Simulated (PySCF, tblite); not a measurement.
# C₆H₇BN₂: geometry, infrared bands and NMR shifts

What infrared bands and NMR shifts should C₆H₇BN₂ (`C#CC#C[C@H]1CNBN1`) show?

The runs use tblite 0.8.0 and PySCF 2.14.0, with density-fitted response routines of our own; the level of theory stands in each step. All values are computed, except where a source is named. Atoms count from 0, in the outputs and in this text.

### 1 The starting structure

16 atoms, charge 0, multiplicity 1; geometry from: force field or distance geometry start.

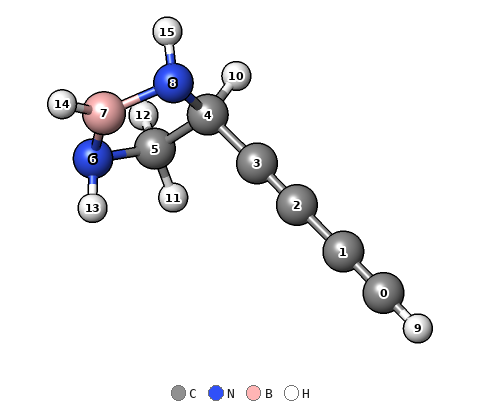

As it starts; carbon grey, nitrogen blue, boron pink, hydrogen white, atoms numbered.

### 2 Geometry optimisation with GFN2-xTB

What the job is given:

```
{"job": {"kind": "relax", "xc": "GFN2-xTB", "basis": "xTB"}, "charge": 0, "multiplicity": 1}
C      4.348400     0.645800     1.307200
C      3.244300     0.556900     0.794400
C      1.981100     0.435900     0.217400
C      0.880000     0.350200    -0.297800
C     -0.452900     0.222100    -0.895200
C     -1.036700    -1.195000    -0.691200
N     -1.997100    -1.154500     0.403200
B     -2.245500     0.326600     0.552900
N     -1.345700     1.196000    -0.285000
H      5.293300     0.732200     1.755000
H     -0.346600     0.425600    -1.993800
H     -0.242700    -1.956400    -0.491800
H     -1.569100    -1.508500    -1.602900
H     -1.514400    -1.460600     1.283600
H     -3.046600     0.771000     1.308500
H     -1.957600     1.621800    -1.016800
```

The run is started by

```bash
$ OMP_NUM_THREADS=1 python probes_run.py task.json out
```

The driver reads the jobs from task.json and runs them one after another.

**Question.** This job is followed by: GFN2-xTB harmonic vibrations, gas phase; GIAO PBE0/pcSseg-1 NMR shielding, non-relativistic, gas phase. Predict these results of the whole session: strongest single infrared mode (GFN2-xTB); zero-point energy (GFN2-xTB); ¹³C shifts against TMS (PBE0/pcSseg-1); ¹H shifts against TMS (PBE0/pcSseg-1); ¹⁵N shifts against NH3 (PBE0/pcSseg-1); ¹¹B shifts against BF3·OEt2 (PBE0/pcSseg-1); surface potential, least and greatest.

As calculated:

```
                                   quantity                                         value
  strongest single infrared mode (GFN2-xTB)                         2690 cm⁻¹, 212 km/mol
               zero-point energy (GFN2-xTB)                                 73.7 kcal/mol
     ¹³C shifts against TMS (PBE0/pcSseg-1)        84.4, 75.8, 74.7, 73.8, 56.3, 49.1 ppm
      ¹H shifts against TMS (PBE0/pcSseg-1)  4.71, 4.08, 4.03, 3.85, 2.70, 2.38, 1.40 ppm
     ¹⁵N shifts against NH3 (PBE0/pcSseg-1)                                95.3, 81.9 ppm
¹¹B shifts against BF3·OEt2 (PBE0/pcSseg-1)                                      22.7 ppm
      surface potential, least and greatest                            -0.74 V and 1.62 V
```

In words: Relaxing lowered the energy by 1.281 eV in 112 steps; the close pair that moved most is N6–B7, from 1.509 to 1.401 Å. No mode is imaginary among the 42: a minimum at this level. The strongest single mode, at 2690 cm⁻¹, moves mainly H14. GFN2-xTB is a fitted tight-binding method: band positions and strengths are rough. Its intensities can rank the bands wrongly. The most deshielded hydrogen is H10 (hydrogen on a propargylic sp3 CH bonded to N), at 4.71 ppm: its carbon carries N, hence the downfield position. At PBE0/pcSseg-1: The largest span, 314 ppm, is at C3, where the paramagnetic term is -161 ppm. At PBE0/pcSseg-1, counted by nearest atom on the grid, the HOMO lies on N6, N8 about 35 % each, the LUMO on C0, C3 about 24 % each; C1, C2 about 16 % each.
